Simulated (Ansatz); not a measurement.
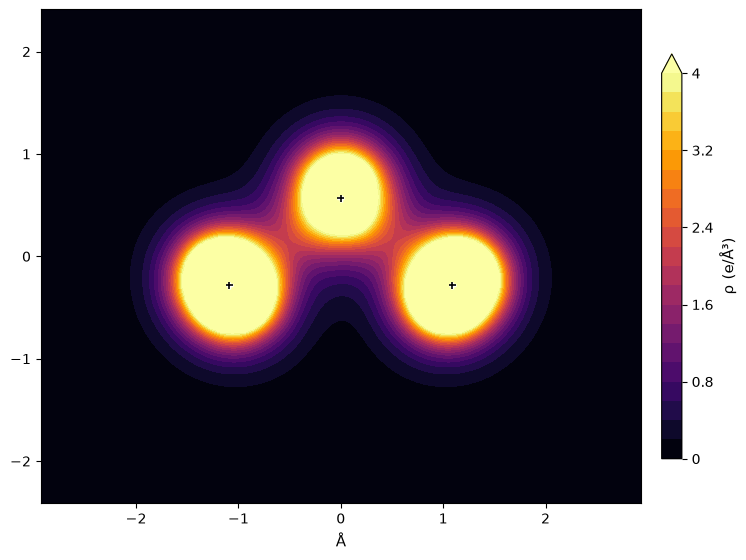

The total electron density on a plane through atoms (crosses mark nuclei in the plane).

These are results of Ansatz 0.2.0, RKS PBE0-D4/def2-TZVPP, not measurements.

Candidates:
A. GaGeH₇Si (SMILES [SiH3][GeH2][GaH2])
B. OF₂ (SMILES FOF)
C. C₃H₈BGaO

Which candidate gave the map?

Candidate B: OF₂ on the molecular plane, which holds F and O. O–F (1.38 Å): ρ at the midpoint is about 2.2 e/Å³.
